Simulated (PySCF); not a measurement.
## Electronic structure of C4H10AlN (SMILES C=[C](C)[AlH][NH]C) in real space

Input file:

```
{"job": {"kind": "uv", "xc": "PBE0", "basis": "def2-SVPD", "nstates": 8, "ntriplets": 3}, "charge": 0, "multiplicity": 1}
C     -2.308315    -1.323840     0.305320
C     -1.394817    -0.352464     0.291940
C     -1.777047     1.088509     0.099592
Al     0.430141    -1.116724     0.536053
N      2.023839    -0.312090     0.446372
C      2.577781     0.915258    -0.119219
H     -1.997723    -2.353943     0.453811
H     -3.372037    -1.163033     0.181284
H     -2.837596     1.196414    -0.130530
H     -1.193480     1.529741    -0.708840
H     -1.554879     1.653733     1.005475
H      0.473407    -2.629181     0.829628
H      2.775263    -0.847890     0.881460
H      3.058490     1.531154     0.647968
H      1.772118     1.494535    -0.566768
H      3.317257     0.698763    -0.897473
```

Command:

```sh
OMP_NUM_THREADS=1 python probes_run.py task.json out
```

Geometry: GFN2-xTB.

These are results of PySCF 2.14.0, PBE0/def2-SVPD, SCF density, gas phase, not measurements.

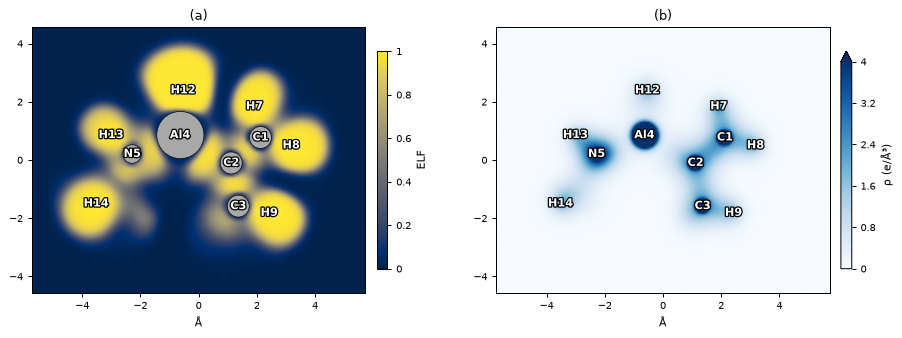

Figure 1. (a) ELF; (b) electron density on the plane of atoms C1, C2 and Al4. Grey discs cover the atomic cores in the ELF map.

Read the bonding off the picture.

Answer. The section cuts through C, Al, N and H sites. C–C (1.33 Å): ρ at the midpoint is about 2.3 e/Å³; the ELF peaks at about 0.90 between the atoms: a short, multiple covalent bond. Al–N (1.79 Å): ρ at the midpoint is about 0.81 e/Å³; the ELF peaks at about 0.90 in the valence shell of N, 0.7 Å from its nucleus, and is about 0.65 at the midpoint. C–Al (1.99 Å): ρ is about 0.69 e/Å³ halfway; the ELF peaks at about 0.95 between the atoms; a shared but strongly polarised pair. N–H (1.02 Å): the density is about 2.7 e/Å³ at the midpoint; the ELF climbs to about 1 towards the hydrogen, as it does in any bond to H: a covalent bond by its length. C–C (1.50 Å): ρ at the midpoint is about 1.7 e/Å³; the ELF peaks at about 0.95 between the atoms, as expected for a covalent bond.

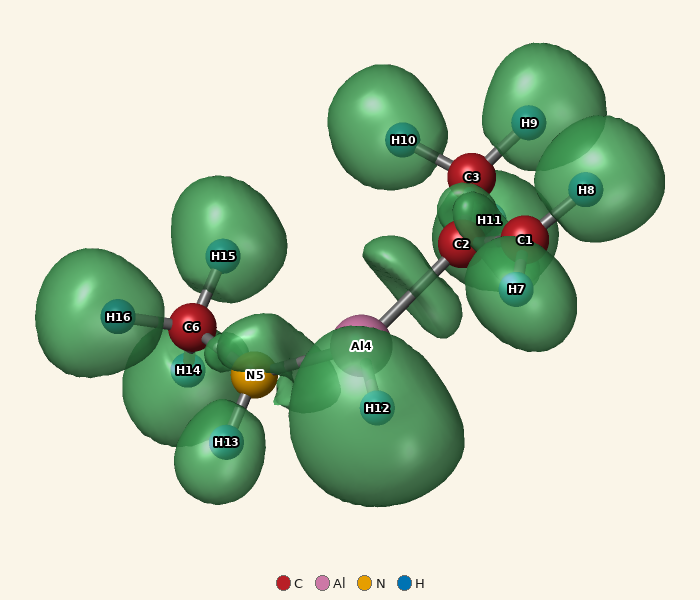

Figure 2. Isosurface of the ELF at 0.85 (green), seen at an oblique angle. Core shells and regions of very low density are left out.

Identify the bonds, lone pairs and shells in this picture.

Answer. At this value the surface marks out one region between bonded Al–C atoms (shared pairs), two regions between bonded C–C atoms (shared pairs), one region between bonded C–N atoms (shared pairs), ten regions around hydrogen nuclei and one lobe of the valence shell of N pointing towards Al. Along the contacts the grid gives the following. C–N (1.46 Å): the ELF peaks at about 0.95 between the atoms (localised, covalent bonding).

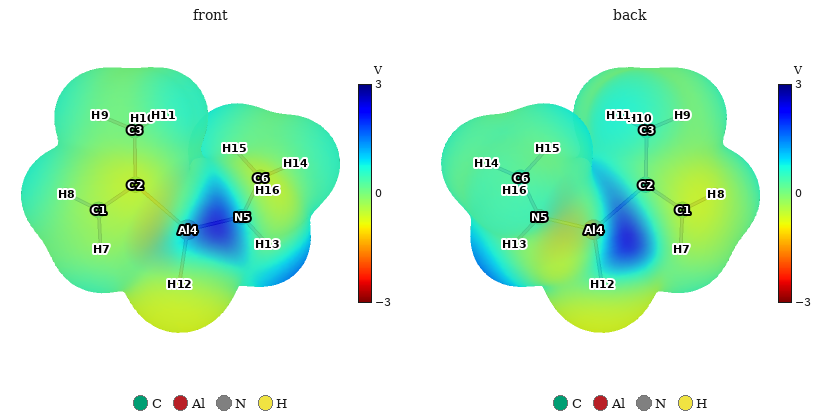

Figure 3. The electrostatic potential painted on the density surface at 0.002 e/bohr³, seen from the front and from behind; red is negative and blue positive.

Which sites attract a positive test charge, and which a negative one?

Answer. A positive charge is drawn to the negative regions and a negative charge to the positive ones. The most negative region (about −0.7 V, or −16 kcal/mol for a unit charge) lies over C1, C2, N5 and H12, the most positive (about +2.1 V, or +48 kcal/mol for a unit charge) over Al4.

What dipole moment does the calculation give?

Answer. Its dipole moment is 1.27 D.
